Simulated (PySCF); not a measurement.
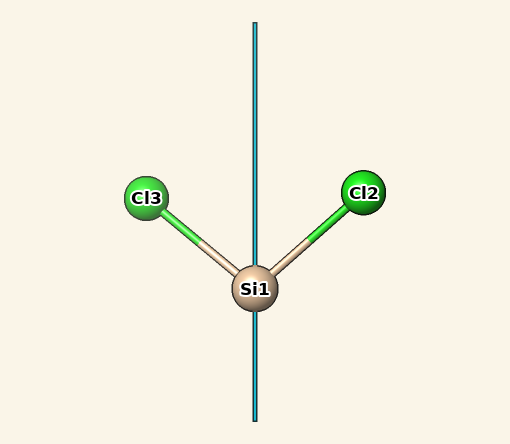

A line through the centre of mass is drawn in. Depth is shown by fading: the farther an atom, the more it takes the colour of the background. The computed structure is the end point of a PBE0-D3(BJ)/def2-SVP optimisation. No frequency run is at hand to confirm it as a minimum.

**Is the line a proper rotation axis of the structure, and of what order?**

Yes, a C2 axis. A turn by 180° leaves Si1 in place and moves Cl2 ↔ Cl3. The point group is C2v.
